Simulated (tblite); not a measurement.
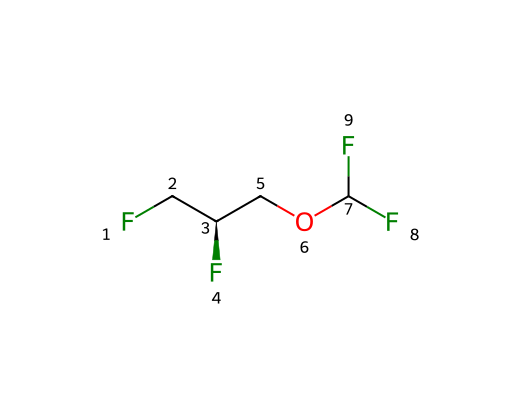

A structural formula, with wedges where it has stereocentres; small numbers name the atoms. The configuration is that of a computed structure (GFN2-xTB).

Assign CIP descriptors.

Answer. C3: R.

Write the isomeric SMILES.

Answer. FC[C@H](F)COC(F)F
